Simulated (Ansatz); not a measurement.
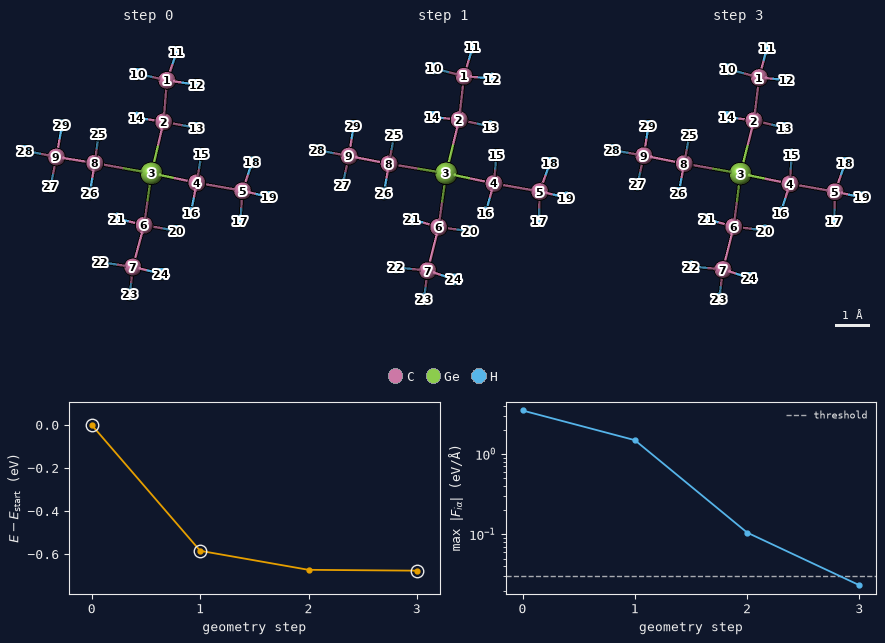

Frames of a relaxation of C8H20Ge (coarse preliminary run), marked on the history of the run. A ball-and-stick model, seen face on.

The start comes from a force field.

Theory: RKS PBE-D4/def2-SVP in Ansatz. (force threshold 0.03 eV/Å; at most 200 steps)

Question: Describe the path.

Answer: The largest move after the best rigid fit is that of H22, 0.14 Å. Largest moves by element: H 0.14 Å, C 0.12 Å, Ge 0.04 Å. Some distances before and after: Ge3–C4 1.846 → 1.986 Å, C1–H10 1.045 → 1.110 Å, C2–H13 1.156 → 1.111 Å, C8–C9 1.491 → 1.532 Å. Bond angles that change, for instance: H27–C9–H29 113.9° → 106.8°, C5–C4–H16 105.0° → 110.8°, H10–C1–H11 112.6° → 107.0°. Over 3 geometry steps the energy falls by 0.676 eV. Largest force component: 3.5 eV/Å at the start, 0.023 eV/Å at the end. From step 0 to 1: H atoms move most (0.19 Å), energy −0.584 eV. From step 1 to 3: H13 moves most (0.06 Å), energy −0.092 eV.

```tsv
step	E − E(0), eV	largest force component, eV/Å
0	0.0000	3.4854
1	-0.5837	1.4896
2	-0.6721	0.1053
3	-0.6760	0.0233
```
